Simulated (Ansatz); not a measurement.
# U-revPBE/STO-3G run of SiH2SF (SMILES F[SiH]S)

Aim: the energy change on altering one bond length of SiH2SF at U-revPBE/STO-3G, from 2 runs. 

The calculation is run with Ansatz 0.2.0.

72 further runs of the same task are left out: 4 that didn't finish, 68 set aside as unsound or not needed.

## (1) The molecule

The species is SiH2SF (5 atoms), meant as a doublet with charge 0. SMILES: `F[SiH]S`. The shape is that of a PBE0-D4/def2-TZVP optimisation. This is one conformer, not always the lowest.

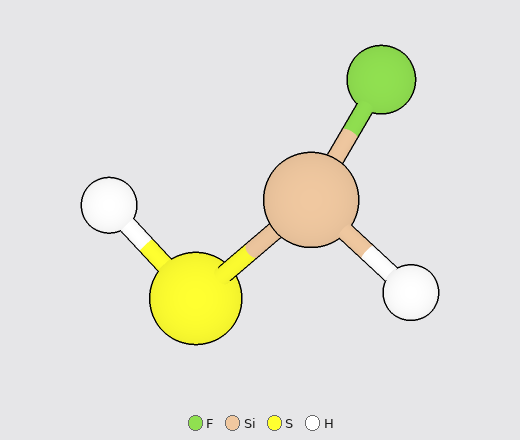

Viewed from a chosen angle; fluorine green, silicon light orange, sulfur yellow, hydrogen white.

## (2) A single-point energy at U-revPBE/STO-3G

The input, input.yaml:

```yaml
crystal:
  periodic: [false, false, false]
  atoms:
    - symbol: F
      position_ang: [-1.242300, -0.527200, 1.134200]
    - symbol: Si
      position_ang: [-0.629400, -0.168000, -0.303300]
    - symbol: S
      position_ang: [1.400700, 0.438500, -0.191800]
    - symbol: H
      position_ang: [-0.621800, -1.416500, -1.115500]
    - symbol: H
      position_ang: [1.142700, 1.599500, 0.435000]
basis:
  gaussian:
    orbitals: STO-3G
total_charge: 0
magnetization:
  spin_polarized: true
  initial_magnetization: 1
hamiltonian:
  xc: {name: revPBE}
accuracy: high
```

Started as:

```
ansatz run input.yaml --threads 1 --pin off --max-ram 2610MiB --events-out events.jsonl --progress --plain --runs-dir runs
```

Log:

```text
Warning: RAYON_NUM_THREADS=1 ignored (pool sized by the plan → 1); use --threads N
Functional definition: revPBE
  name "revPBE"
  parameter kappa = 1.245
  parameter beta = 0.06672455060314922
  exchange = pbe_x(kappa = kappa, mu = beta*pi^2/3)
  correlation = pbe_c(beta = beta)
461 factors; integrals over basis functions are off by at most 2.7e-8 eV
mean field evaluation 1: about -21205.2626 eV, gradient 1.1e1 eV
mean field evaluation 2: about -21203.5098 eV, gradient 2.0e1 eV
mean field evaluation 4: about -21206.2453 eV, gradient 1.4e0 eV
mean field evaluation 8: about -21206.2327 eV, gradient 2.9e-2 eV
mean field evaluation 16: about -21206.2327 eV, gradient 3.9e-7 eV
mean field -21206.23266854 eV, -779.3146764680 hartree, gradient 4.2e-8 eV, S^2 0.750585; 0 other end points of the search recorded, 0 dependent functions left out
reference -21206.23267066 eV, -779.3146765460 hartree; 21, 20 occupied and 4, 5 virtual orbitals, 461 factors
Total energy: -21206.23267066 eV, -779.3146765460 hartree
```

Wall time 2.4 s (1 thread of Arm Neoverse V1, shared host); peak memory 0.14 GiB.

## (3) The distorted shape, same level

The input, run.yaml:

```yaml
crystal:
  periodic: [false, false, false]
  atoms:
    - {symbol: F, position_ang: [-1.244200, -0.215092, 1.337239]}
    - {symbol: Si, position_ang: [-0.631300, 0.144108, -0.100261]}
    - {symbol: S, position_ang: [1.398800, 0.750608, 0.011239]}
    - {symbol: H, position_ang: [-0.621800, -1.416500, -1.115500]}
    - {symbol: H, position_ang: [1.140800, 1.911608, 0.638039]}
basis:
  gaussian:
    orbitals: STO-3G
magnetization:
  spin_polarized: true
  initial_magnetization: 1
hamiltonian:
  xc: {name: revPBE}
accuracy: high
```

Started as:

```
ansatz run run.yaml --threads 1 --pin off --max-ram 2610MiB --events-out events.jsonl --progress --plain --runs-dir runs
```

Log:

```text
Warning: RAYON_NUM_THREADS=1 ignored (pool sized by the plan → 1); use --threads N
Functional definition: revPBE
  name "revPBE"
  parameter kappa = 1.245
  parameter beta = 0.06672455060314922
  exchange = pbe_x(kappa = kappa, mu = beta*pi^2/3)
  correlation = pbe_c(beta = beta)
460 factors; integrals over basis functions are off by at most 3.2e-8 eV
mean field evaluation 1: about -21203.6416 eV, gradient 1.3e1 eV
mean field evaluation 2: about -21200.6624 eV, gradient 2.3e1 eV
mean field evaluation 4: about -21205.3273 eV, gradient 2.0e0 eV
mean field evaluation 8: about -21205.3201 eV, gradient 1.0e-1 eV
mean field evaluation 16: about -21205.3202 eV, gradient 1.1e-5 eV
mean field -21205.32023514 eV, -779.2811451590 hartree, gradient 2.6e-8 eV, S^2 0.751351; 0 other end points of the search recorded, 0 dependent functions left out
reference -21205.32023731 eV, -779.2811452390 hartree; 21, 20 occupied and 4, 5 virtual orbitals, 460 factors
Total energy: -21205.32023731 eV, -779.2811452390 hartree
```

Wall time 2.6 s (1 thread of Arm Neoverse V1, shared host); peak memory 0.14 GiB.

## (4) Summary of results

At U-revPBE/STO-3G:

| quantity | value |
| --- | --- |
| first shape: total energy | -779.31468 Eh |
| first shape: ⟨S²⟩ | 0.751 |
| distorted shape: total energy | -779.28115 Eh |
| distorted shape: ⟨S²⟩ | 0.751 |
| energy change with the Si2–H4 bond stretched from 1.489 to 1.862 Å | 0.912 eV |

**Reading.** With the Si2–H4 bond stretched from 1.489 to 1.862 Å the energy rises by 0.91 eV (21.0 kcal/mol). The first shape isn't relaxed at this level, so the change isn't measured from a minimum. The minimal basis adds a large error of its own.
